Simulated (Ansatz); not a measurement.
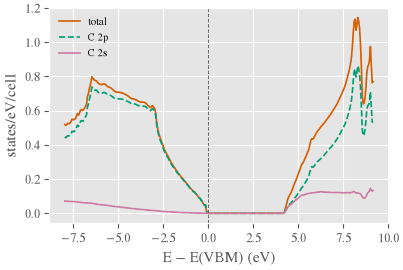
*Total and projected density of states of C (diamond, Fd-3m), LDA (plane waves, PAW; program Ansatz)*

Problem. Which orbitals carry the states next to the gap?

Solution. Top 1 eV of the valence band: C 2p 98 %. Bottom 1 eV of the conduction band: C 2p 51 %, C 2s 40 %, outside the projected shells 9 %. Projections are on Löwdin-orthogonalised atomic valence shells; empty p or d shells of many metals are not among them.

Problem. Where is the tallest occupied peak in this window, and what makes it?

Solution. Near -6.4 eV, about 0.80 states/eV per cell; the largest projected share is C 2p.

Symmetry was held in the LDA relaxation.

Potentials: the earlier of the program's two PAW sets. The files were generated under PBE; for other functionals the program regenerates the frozen cores, and for LDA and PBEsol the local potential too.
